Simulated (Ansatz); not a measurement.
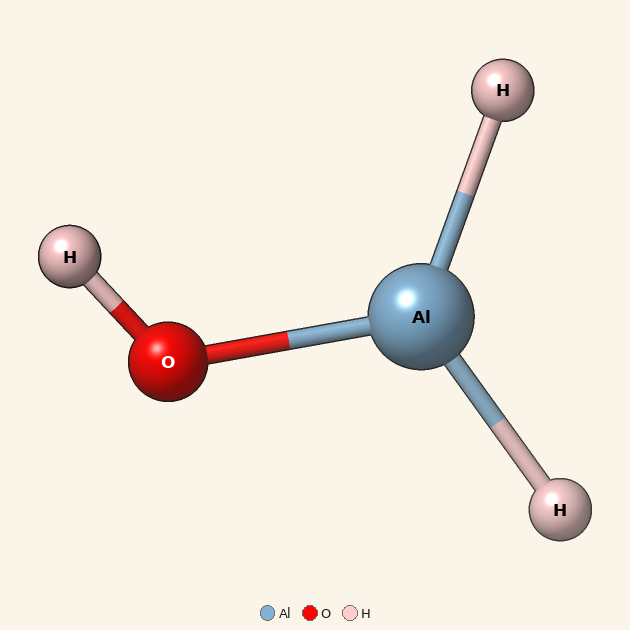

All atoms lie in one plane, which faces the viewer. The computed structure is the end point of a PBE0-D4/def2-TZVP optimisation.

Q: List the symmetry elements and name the point group.

A: It has 1 mirror plane, so the point group is Cs. The group has 2 operations. The geometry is achiral, and symmetry allows a dipole moment.
